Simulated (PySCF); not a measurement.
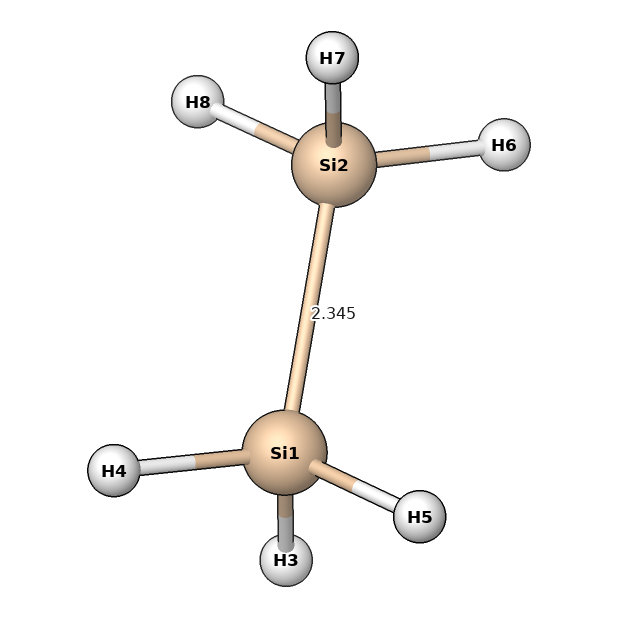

The numbers beside the sticks are distances in Å. Sticks don't show bond order. The geometry was computed by an optimisation with PBE0-D3(BJ)/def2-SVP. No frequency run is at hand to confirm it as a minimum.

> Which of the marked bonds are single, double, triple or aromatic?

Si1–Si2 single.

> Give the structure as SMILES.

[SiH3][SiH3]
